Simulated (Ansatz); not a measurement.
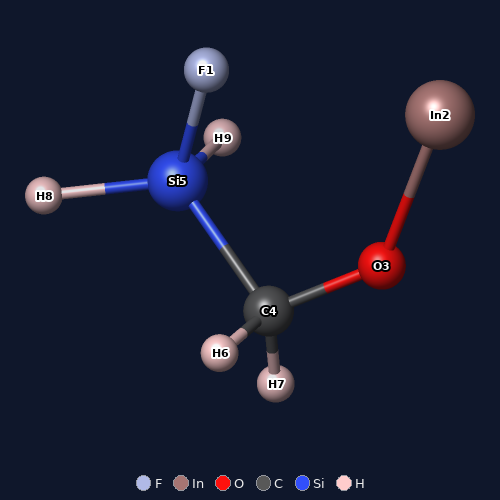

The system is CH4FInOSi; the picture shows the reference structure. 
- The first coordinate is: dihedral O3–C4–Si5–F1; the second: dihedral In2–O3–C4–Si5.
- Nothing is relaxed (all other coordinates rigid).
- Grid: 15 × 15 points.
- Points are written as (first, second).
- Energies: kJ/mol, counted from the lowest grid point.
- Computed with RKS B3LYP-D4/def2-SVP (Ansatz).

Its coordinates:

```xyz
9

F     0.4731   -1.6813    0.5978
In   -2.1246   -1.1431    1.5790
O    -1.4728    0.4802    0.4414
C    -0.2153    0.9683    0.0757
Si    0.8002   -0.5020   -0.5275
H     0.3210    1.4726    0.9121
H    -0.2890    1.7382   -0.7232
H     2.2823   -0.3383   -0.5450
H     0.3138   -1.0409   -1.8273
```

Range: dihedral O3–C4–Si5–F1 from −180 to 156°; dihedral In2–O3–C4–Si5 from −180 to 156°.

What will the energy surface look like?

Answer. The lowest grid point is at (−36°, 36°). The bottom of the well lies between grid points, at about (−45°, 45°), about 1.4 kJ/mol lower on the interpolated surface. Higher local minima lie near (36°, −36°) (2.0 kJ/mol above the lowest at that grid point); (−180°, 108°) (19.0 kJ/mol above the lowest at that grid point); (−180°, −132°) (20.3 kJ/mol above the lowest at that grid point). The highest grid point, (132°, 12°), lies 43.6 kJ/mol above the lowest. On the interpolated surface the easiest way out of the lowest well to the well at about (45°, −50°) passes a barrier of about 17 kJ/mol, counted from the interpolated bottom of the well. Round the minimum the valley is somewhat tilted: raising dihedral O3–C4–Si5–F1 shifts the best value of dihedral In2–O3–C4–Si5 downwards (coupling k₁₂/√(k₁₁k₂₂) about 0.3).

| dihedral In2–O3–C4–Si5 ↓, dihedral O3–C4–Si5–F1 → | −180 | −156 | −132 | −108 | −84 | −60 | −36 | −12 | 12 | 36 | 60 | 84 | 108 | 132 | 156 |
| --- | --- | --- | --- | --- | --- | --- | --- | --- | --- | --- | --- | --- | --- | --- | --- |
| 156 | 20.0 | 23.1 | 29.3 | 29.6 | 23.5 | 20.7 | 26.9 | 36.2 | 37.3 | 29.8 | 24.2 | 26.6 | 32.2 | 31.4 | 24.4 |
| 132 | 19.3 | 22.3 | 28.5 | 28.3 | 21.2 | 17.3 | 23.4 | 33.7 | 36.0 | 29.2 | 24.1 | 26.9 | 32.6 | 31.6 | 24.2 |
| 108 | 19.0 | 21.8 | 28.1 | 27.5 | 18.6 | 12.4 | 17.8 | 29.7 | 34.1 | 28.6 | 24.0 | 27.4 | 33.6 | 32.6 | 24.6 |
| 84 | 19.5 | 21.8 | 28.5 | 27.8 | 16.6 | 6.6 | 9.7 | 23.0 | 30.9 | 27.8 | 24.1 | 28.2 | 35.4 | 34.8 | 26.2 |
| 60 | 21.9 | 23.1 | 29.7 | 29.6 | 17.0 | 2.4 | 1.2 | 13.8 | 24.7 | 26.2 | 24.7 | 29.4 | 37.5 | 37.9 | 29.4 |
| 36 | 26.9 | 27.3 | 33.0 | 33.1 | 21.1 | 4.4 | 0.0 | 10.5 | 17.1 | 22.0 | 25.7 | 32.0 | 40.1 | 41.2 | 33.9 |
| 12 | 31.8 | 33.0 | 38.3 | 37.8 | 27.2 | 12.3 | 6.1 | 20.7 | 19.3 | 14.9 | 23.5 | 34.3 | 43.1 | 43.6 | 37.1 |
| −12 | 32.3 | 35.2 | 40.3 | 39.4 | 30.1 | 19.6 | 12.4 | 18.4 | 21.6 | 8.4 | 15.7 | 31.4 | 42.0 | 42.3 | 35.8 |
| −36 | 28.3 | 33.1 | 39.0 | 37.2 | 28.4 | 21.8 | 19.4 | 16.4 | 11.3 | 2.0 | 7.2 | 24.8 | 37.4 | 37.5 | 30.8 |
| −60 | 23.7 | 29.3 | 36.6 | 35.7 | 26.8 | 21.5 | 23.8 | 24.1 | 14.7 | 3.1 | 4.8 | 19.9 | 33.2 | 33.9 | 26.7 |
| −84 | 21.3 | 26.3 | 34.1 | 34.4 | 26.7 | 21.9 | 25.9 | 30.4 | 24.0 | 11.4 | 8.7 | 19.0 | 30.7 | 32.0 | 25.0 |
| −108 | 20.5 | 24.7 | 32.0 | 33.0 | 26.5 | 22.6 | 27.3 | 33.9 | 30.6 | 19.5 | 14.4 | 20.6 | 29.8 | 30.9 | 24.4 |
| −132 | 20.3 | 24.0 | 30.9 | 32.0 | 26.2 | 23.1 | 28.4 | 35.9 | 34.6 | 24.9 | 19.0 | 22.9 | 30.1 | 30.7 | 24.3 |
| −156 | 20.5 | 23.9 | 30.5 | 31.5 | 26.0 | 23.3 | 29.0 | 37.1 | 36.9 | 28.1 | 22.1 | 24.9 | 31.0 | 31.0 | 24.6 |
| −180 | 20.4 | 23.7 | 30.1 | 30.8 | 25.2 | 22.6 | 28.7 | 37.4 | 37.8 | 29.7 | 23.8 | 26.1 | 31.8 | 31.4 | 24.7 |

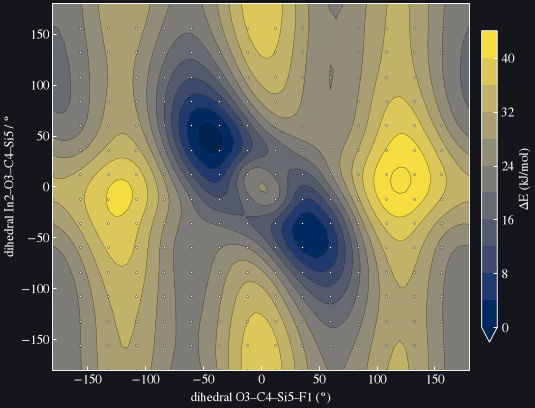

In the figure: filled contours, dots at the grid points. Between grid points the surface is interpolated.

Each point was launched as `ansatz run input.yaml --threads 1 --pin off --max-ram 2560MiB --backend cpu --events-out ev --progress --plain --runs-dir out`. Time for the 225 points that were run: 20 min on 1 thread of Arm Neoverse V2 (shared host).
